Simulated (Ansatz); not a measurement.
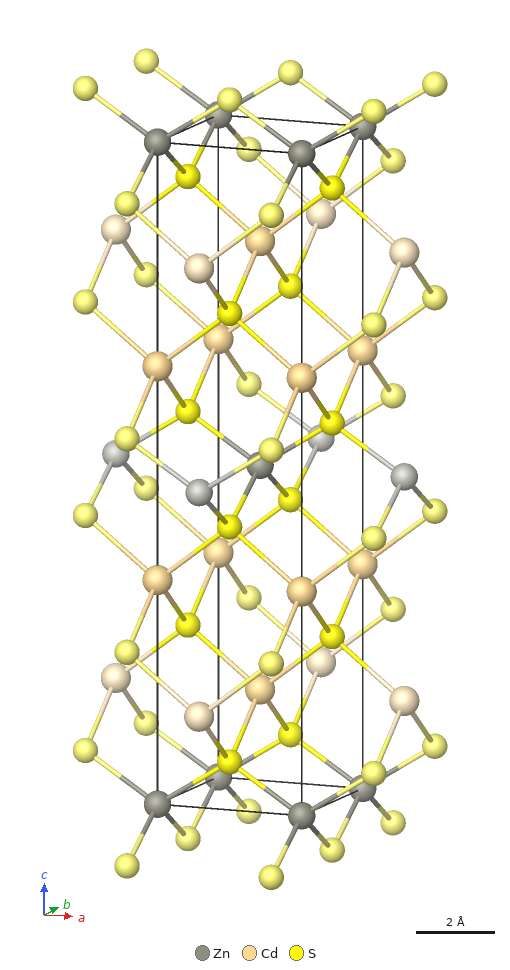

Structure drawing (ball-and-stick), viewed slightly off an axis. The lines enclose the conventional unit cell; boundary atoms appear with their images. Atoms just outside the outline that bond to atoms inside are added, in fainter colours.

ZnCd₂S₃, space group I-4m2 (No. 119), a = 4.055 Å, b = 4.055 Å, c = 17.464 Å, α = 90.00°, β = 90.00°, γ = 90.00°. The model was built from a structure type filled with these elements by a generator (whether the compound takes this form wasn't checked). Earlier steps of the study, as a rule a relaxation of our own, may have changed the cell and positions, so they can lie some per cent off the listed ones. It was run through Ansatz as a DFT input.

This one geometry was computed with Ansatz (DFT, plane waves, PAW) at three levels of theory: PBE, LDA and r2SCAN.

**Which level gives the highest pressure at this volume, and what does that say about its equilibrium volume?**

Highest: PBE (0.0 GPa), which points to the largest equilibrium volume. Lowest, with the smallest volume: LDA (-5.2 GPa). Levels within 0.5 GPa of each other can't be told apart.

**How does the band gap change with the level of theory?**

LDA: a gap of 0.96 eV, direct; PBE: a gap of 1.23 eV, direct; r2SCAN: a gap of 1.70 eV, direct.

**Collect the results in a table.**

| level | cutoff (eV) | k-mesh of the run's cell | gap (eV) | pressure (GPa) |
| --- | --- | --- | --- | --- |
| PBE | 420 | 10×10×10 | 1.23 | 0.0 |
| LDA | 420 | 10×10×10 | 0.96 | -5.2 |
| r2SCAN | 500 | 10×10×10 | 1.70 | -1.6 |

Gaps are taken on the k-mesh or band path of each run.
